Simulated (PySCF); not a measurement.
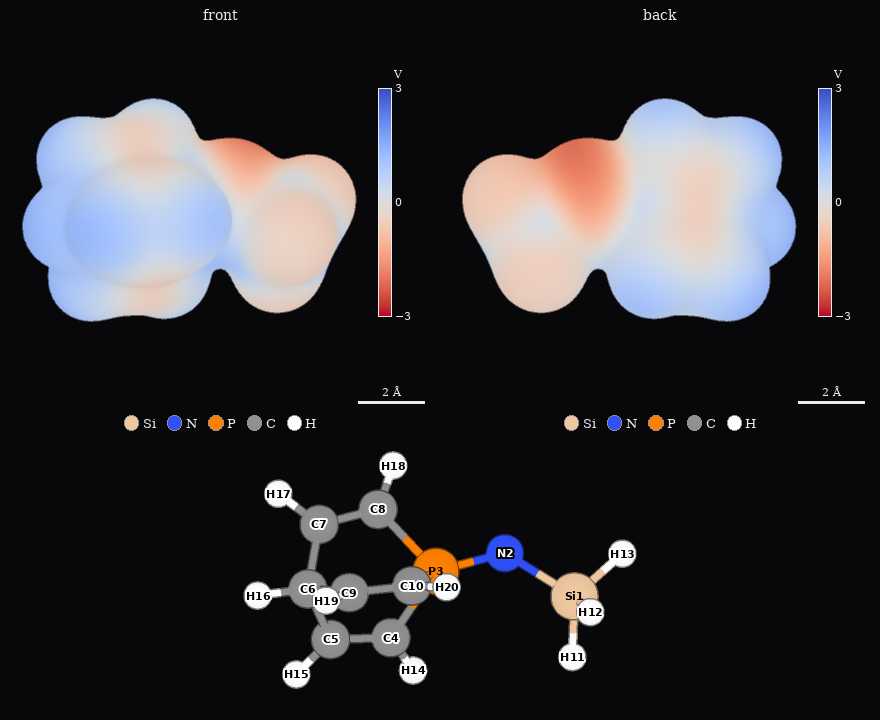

C$_{7}$H$_{10}$NPSi (SMILES [SiH3]N=P12C=CC(C=C1)C=C2). The molecular electrostatic potential painted on the density surface at 0.002 e/bohr³, seen from the front and from behind; the colour scale runs from red (negative) to blue (positive). The bare structure is drawn below in the same view.

Geometry: GFN2-xTB.

All numbers below come from PBE0/pcSseg-1, SCF density, gas phase, non-relativistic in PySCF 2.14.0.

The calculation's input:

```
{"job": {"kind": "nmr", "xc": "PBE0", "basis": "pcSseg-1"}, "charge": 0, "multiplicity": 1}
Si     3.492135     0.094231    -0.046101
N      1.990788     0.938751    -0.022349
P      0.539930     0.380600    -0.005915
C     -0.184600    -0.614260    -1.356022
C     -1.480268    -0.840719    -1.207031
C     -2.159984    -0.292107     0.027511
C     -1.960024     1.210032     0.031116
C     -0.722104     1.677232     0.016204
C     -1.447588    -0.850546     1.238937
C     -0.148306    -0.625475     1.354774
H      3.646167    -0.759227    -1.234019
H      3.674747    -0.774007     1.126981
H      4.478440     1.170772    -0.051927
H      0.417393    -0.942482    -2.188302
H     -2.087337    -1.390270    -1.910280
H     -3.219996    -0.547447     0.040432
H     -2.844288     1.828083     0.045038
H     -0.430098     2.714168     0.016697
H     -2.035766    -1.406366     1.953163
H      0.475612    -0.960284     2.168059
```

Command:

```sh
OMP_NUM_THREADS=1 python probes_run.py task.json out
```

Q: Which sites attract a positive test charge, and which a negative one?

A: A positive charge is drawn to the negative regions and a negative charge to the positive ones. The most negative region (about −2.0 V) lies over N2, the most positive (about +1.3 V) over H16. N2 is the likeliest acceptor of a hydrogen bond.

Q: How polar is the molecule by this calculation?

A: Its dipole moment is 5.09 D.
